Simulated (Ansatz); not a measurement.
Consider SrTiO3 in the cubic perovskite structure (space group Pm-3m, No. 221; a = 3.854 Å).

It is then changed as follows: every lattice vector is shortened by 1.20 %; the atoms relax in the strained cell.

Method: Ansatz (a quantum-chemistry and plane-wave program) LDA, no SOC.

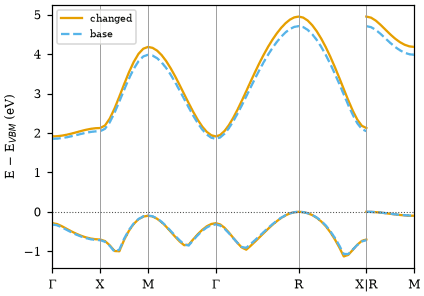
Highest valence and lowest conduction band along the path, each from its own valence-band maximum

Problem. Read the changed gap and its character from the plot.

Solution. About 1.9 eV, indirect, R → Γ.

No phonon test of stability was made. All final runs are without spin polarisation. Many cubic perovskites are stable only at high temperature; tilts and polar distortions were not tested.
